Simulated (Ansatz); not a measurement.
# UBLYP/3-21G run of AlO (oxoaluminum)

What is the vertical ionisation energy of AlO (oxoaluminum) at UBLYP/3-21G? 

Program for the calculation: Ansatz 0.2.0.

48 further runs of the same task are left out: 2 that didn't finish, 46 set aside as unsound or not needed.

## 1. The system as given

AlO has 2 atoms, charge 0, and is taken as a doublet. As SMILES, `[O]=[Al]`. The coordinates come from a PBE0-D4/def2-TZVP relaxation.

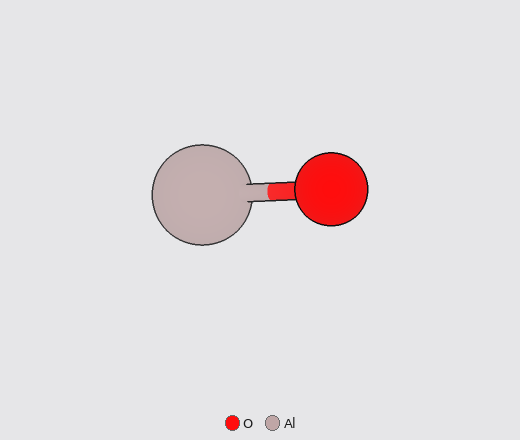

The structure, seen from a chosen angle (oxygen red, aluminium light grey).

## 2. The energy at UBLYP/3-21G

The input, molecule.yaml:

```yaml
crystal:
  periodic: [false, false, false]
  atoms:
    - {symbol: O, position_ang: [0.000000, -0.000000, -0.024920]}
    - {symbol: Al, position_ang: [-0.000000, 0.000000, 1.594970]}
basis:
  gaussian:
    orbitals: 3-21G.json
accuracy: high
hamiltonian:
  xc: {name: BLYP}
magnetization:
  spin_polarized: true
  initial_magnetization: 1
```

The basis set 3-21G is read from a file made from the Basis Set Exchange's data (not shown).

Command:

```bash
$ ansatz run molecule.yaml --threads 1 --pin off --max-ram 3480MiB --events-out events.jsonl --progress --plain --runs-dir runs
```

Standard output:

```text
Warning: RAYON_NUM_THREADS=1 ignored (pool sized by the plan → 1); use --threads N
Functional definition: BLYP
  name "BLYP"
  parameter beta = 0.0042
  parameter a = 0.04918
  parameter b = 0.132
  parameter c = 0.2533
  parameter d = 0.349
  exchange = b88_x(beta = beta)
  correlation = lyp_c(a = a, b = b, c = c, d = d)
411 factors; integrals over basis functions are off by at most 3.8e-9 eV
mean field evaluation 1: about -8581.8925 eV, gradient 5.3e1 eV
mean field evaluation 2: about -8376.9814 eV, gradient 1.3e2 eV
mean field evaluation 4: about -8589.2669 eV, gradient 3.4e1 eV
mean field evaluation 8: about -8590.4886 eV, gradient 3.1e1 eV
mean field evaluation 16: about -8594.8204 eV, gradient 3.6e-7 eV
mean field evaluation 32: about -8594.6315 eV, gradient 1.7e0 eV
mean field -8594.82036302 eV, -315.8538225623 hartree, gradient 3.0e-8 eV, S^2 0.752133; 5 other end points of the search recorded, 0 dependent functions left out
reference -8594.82039769 eV, -315.8538238366 hartree; 11, 10 occupied and 11, 12 virtual orbitals, 411 factors
Total energy: -8594.82039769 eV, -315.8538238366 hartree
```

Run time: 1.4 s. Hardware: 1 thread of Intel Xeon Platinum 8488C (Sapphire Rapids), shared host; peak memory 0.13 GiB.

## 3. The singlet cation, same level

The input, in.yaml:

```yaml
crystal:
  periodic: [false, false, false]
  atoms:
    - {symbol: O, position_ang: [0.000000, -0.000000, -0.024920]}
    - {symbol: Al, position_ang: [-0.000000, 0.000000, 1.594970]}
basis:
  gaussian: {orbitals: 3-21G.json}
total_charge: 1
hamiltonian: {xc: {name: BLYP}}
accuracy: high
```

The basis set 3-21G is read from a file made from the Basis Set Exchange's data (not shown).

Command:

```bash
$ ansatz run in.yaml --threads 1 --pin off --max-ram 3480MiB --events-out events.jsonl --progress --plain --runs-dir runs
```

Standard output, shortened:

```text
Warning: RAYON_NUM_THREADS=1 ignored (pool sized by the plan → 1); use --threads N
[... 9 set-up lines as earlier in the session ...]
410 factors; integrals over basis functions are off by at most 3.8e-9 eV
mean field evaluation 1: about -8548.0032 eV, gradient 1.3e2 eV
mean field evaluation 2: about -8311.1281 eV, gradient 2.0e2 eV
mean field evaluation 4: about -8549.6411 eV, gradient 1.2e2 eV
mean field evaluation 8: about -8584.9275 eV, gradient 4.3e0 eV
mean field evaluation 16: about -8584.9709 eV, gradient 5.4e-3 eV
mean field evaluation 32: about -8578.4044 eV, gradient 5.7e-3 eV
mean field -8584.97088199 eV, -315.4918608109 hartree, gradient 1.0e-8 eV, S^2 0.000000; 3 other end points of the search recorded, 0 dependent functions left out
reference -8584.97091716 eV, -315.4918621033 hartree; 10, 10 occupied and 12, 12 virtual orbitals, 410 factors
Total energy: -8584.97091716 eV, -315.4918621033 hartree
```

It took 0.82 s on 1 thread of Intel Xeon Platinum 8488C (Sapphire Rapids), shared host.

## 4. Outcome

Level: UBLYP/3-21G.

| quantity | value |
| --- | --- |
| doublet AlO: total energy | -315.85382 Eh |
| doublet AlO: ⟨S²⟩ | 0.752 |
| singlet cation: total energy | -315.49186 Eh |
| vertical ionisation energy (to the singlet cation) | 9.849 eV |

Removing an electron at fixed nuclei costs 9.85 eV (950 kJ/mol). Only the singlet of the ionised species was computed; a triplet could lie lower.
